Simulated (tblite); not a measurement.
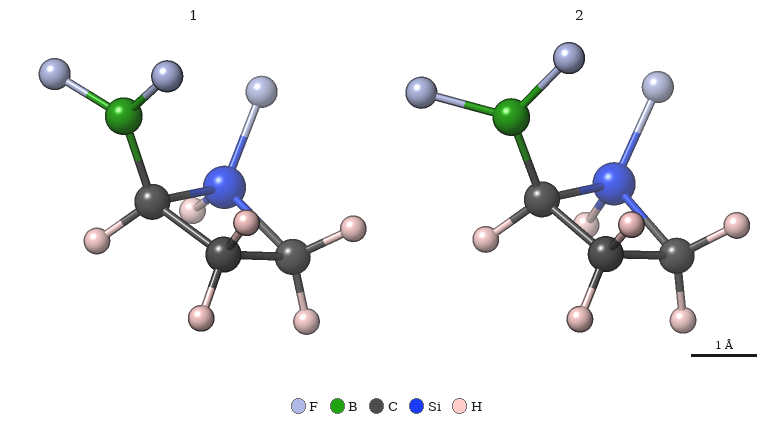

Two geometries of C$_{3}$H$_{6}$BF$_{3}$Si, drawn at one scale. One is the start of a relaxation, the other its converged end. The picture is a ball-and-stick view, seen from a free direction.

Level of theory: tblite, GFN2-xTB geometry optimisation, gas phase. 

### Which geometry has the lower energy?

Structure 1 is the relaxed one. The atom that moves furthest after the best rigid fit is an F atom (0.51 Å). Largest moves by element: F 0.51 Å, H 0.28 Å, C 0.09 Å, Si 0.09 Å, B 0.06 Å. Among the contacts that change: B–F 1.461 → 1.325 Å, B–F 1.438 → 1.322 Å, C–Si 1.846 → 1.929 Å, F–Si 1.668 → 1.614 Å. Among the angles between lasting bonds that change: C–Si–H 113.6° → 126.3°, F–Si–H 115.5° → 103.6°, H–C–H 115.8° → 107.1°. Groups turn about B–C by about 25°. Over 61 geometry steps the energy falls by 101.0 kJ/mol.
